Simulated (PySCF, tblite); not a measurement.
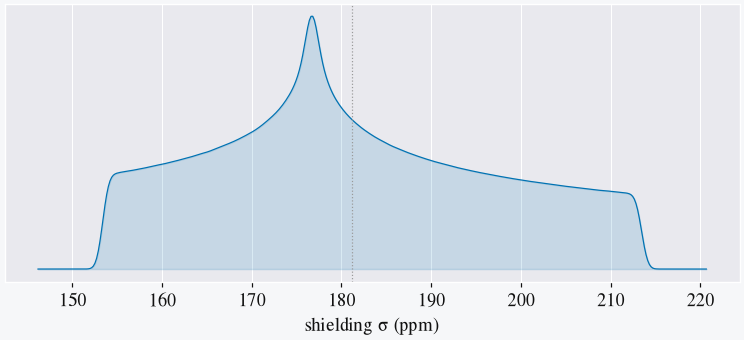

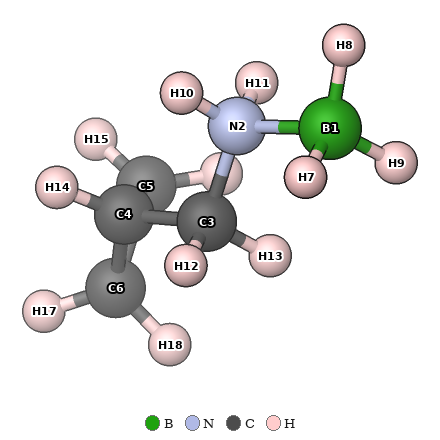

Static powder pattern (¹³C) from GIAO shielding tensors of C₄H₁₂BN, SMILES [BH3-][NH2+]CC1CC1, PBE0/pcSseg-1 in PySCF, at a GFN2-xTB geometry (a minimum by its frequencies); absolute shielding, one fixed geometry of the isolated molecule without any motion, no dipolar terms. The dotted line is the isotropic value; skew is 3(σiso − σ22)/span.

Q: The pattern belongs to C6. Give the principal values, span and skew.

A: C6: σ11, σ22, σ33 = 153, 177, 213 ppm, isotropic 181, span 60 ppm, skew 0.22.

Caveats: the tight-binding geometry is rougher than a DFT one and adds to the error; one conformer of a flexible molecule.
